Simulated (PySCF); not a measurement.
In(H)(Et)(OEt), C₄H₁₁InO, SMILES [CH2](C)[InH][O]CC at its GFN2-xTB optimised geometry (Å):

```
17

In    -1.0257    -0.4612     0.0000
H     -1.8979    -1.9948     0.0168
C     -1.7313     1.6756     0.0000
C     -0.5739     2.5896    -0.3525
H     -2.1184     1.8853     0.9979
H     -2.5508     1.7546    -0.7148
H     -0.2306     2.4030    -1.3709
H      0.2660     2.4147     0.3214
H     -0.8690     3.6374    -0.2734
O      0.9611    -0.4612     0.0000
C      1.9114    -1.4835     0.0098
C      1.3036    -2.8824     0.0203
H      2.5508    -1.3743    -0.8791
H      2.5483    -1.3597     0.8986
H      0.6797    -3.0135    -0.8676
H      2.0869    -3.6374     0.0269
H      0.6776    -2.9996     0.9085
```

Level of theory: PBE0/def2-SVP, def2 effective core potentials past Kr run with PySCF 2.14.0. The core electrons that the potentials of In replace are not part of the density. Cells within 0.4 Å of a nucleus heavier than hydrogen are left out (blank, or x).

Map of the Laplacian of the electron density (e/bohr⁵), clipped to [-1.50, 1.50] on the plane z = 0.0 Å:

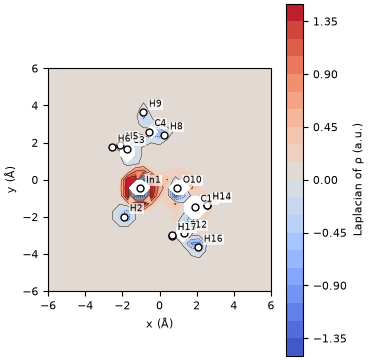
*Laplacian of the electron density (e/bohr⁵), clipped to [-1.50, 1.50] on the plane z = 0.0 Å.*
